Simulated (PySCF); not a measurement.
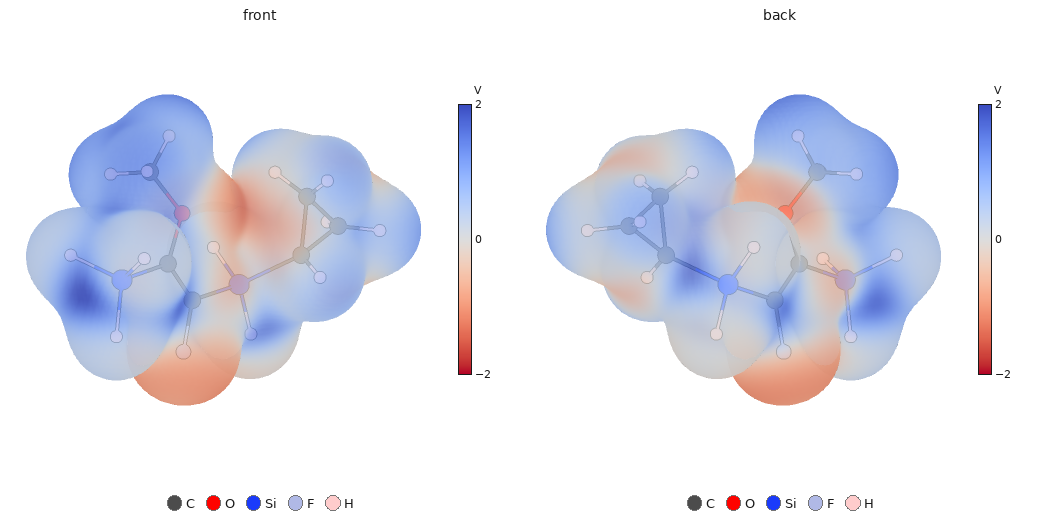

Figure. C$_{6}$H$_{13}$FOSi$_{2}$. The molecular electrostatic potential painted on the density surface at 0.004 e/bohr³, seen from the front and from behind; red is negative and blue positive.

Geometry: GFN2-xTB.

Computed with PySCF, PBE0/pcSseg-1, SCF density, gas phase, non-relativistic.

```xyz
23

C     1.9805   -1.6754   -0.0950
O     1.0146   -0.6575   -0.0839
C     1.4395    0.6333    0.1262
Si    3.1141    1.0649    0.9069
C     0.5231    1.5485   -0.2122
F     0.8045    2.8636    0.0105
Si   -1.1582    1.1280   -0.9636
C    -2.2290    0.2726    0.3274
C    -3.4486   -0.4916   -0.1072
C    -2.2615   -1.2276    0.4146
H     1.4303   -2.6064   -0.2296
H     2.6874   -1.5526   -0.9219
H     2.5374   -1.7192    0.8460
H     3.1792    0.4557    2.2418
H     3.2236    2.5126    0.9903
H     4.1909    0.5170    0.0724
H    -0.9448    0.2460   -2.1160
H    -1.7779    2.3910   -1.3820
H    -2.3276    0.7870    1.2771
H    -4.3352   -0.4401    0.5081
H    -3.6612   -0.5511   -1.1641
H    -1.6606   -1.7902   -0.2825
H    -2.3251   -1.6815    1.3928
```

**Which sites attract a positive test charge, and which a negative one?**

A positive charge is drawn to the negative regions and a negative charge to the positive ones. The most negative region (about −1.2 V, or −28 kcal/mol for a unit charge) lies over O2 and C10, the most positive (about +1.8 V, or +42 kcal/mol for a unit charge) over Si4.
